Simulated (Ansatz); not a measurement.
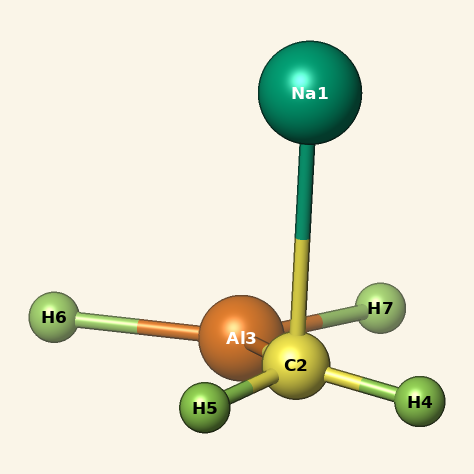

Al3 lies behind C2. The molecule seen a little off the C2–Al3 bond, C2 in front. Depth is shown by fading: the farther an atom, the more it takes the colour of the background. The computed structure is the end point of a PBE0-D4/def2-TZVP optimisation. No frequency run is at hand to confirm it as a minimum.

Question: What is the torsion angle Na1–C2–Al3–H6? The sign is positive where the front bond must turn clockwise to cover the back bond.

Answer: −85°, about perpendicular.
